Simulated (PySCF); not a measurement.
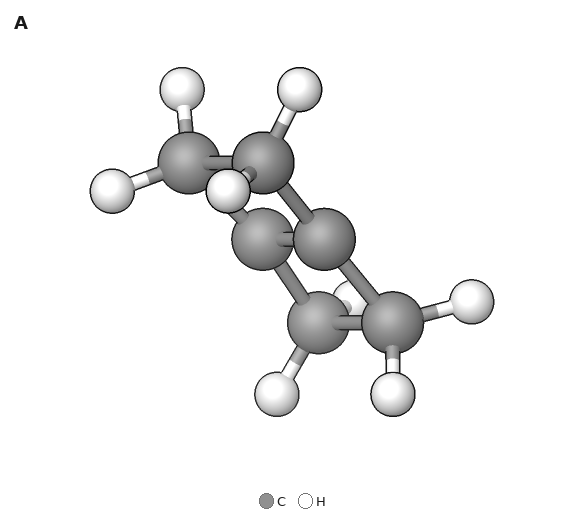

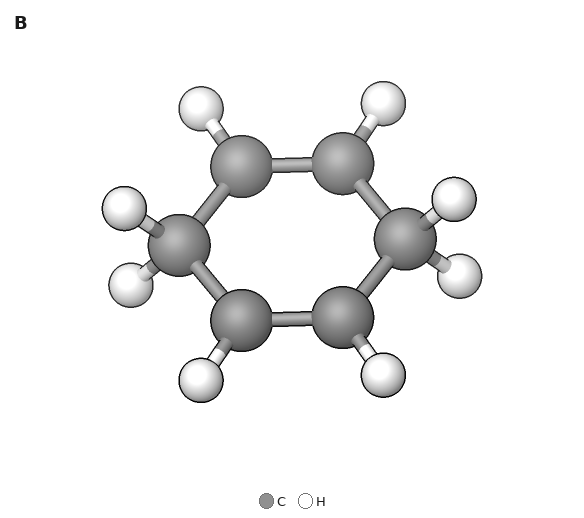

2 stationary structures of one formula. Geometries: PBE0-D3(BJ)/def2-SVP. Electronic energies: PBE0-D3(BJ)/def2-SVP (PySCF 2.14.0), without zero-point energy. No frequency run is at hand to confirm each as a minimum.

Are they conformers, stereoisomers or constitutional isomers?

They are constitutional isomers of C6H8: A `C1CC2=C1CC2`, B `C1=CCC=CC1`.

Which structure is the most stable?

B is lowest; A lies 261.6 kJ/mol above it.
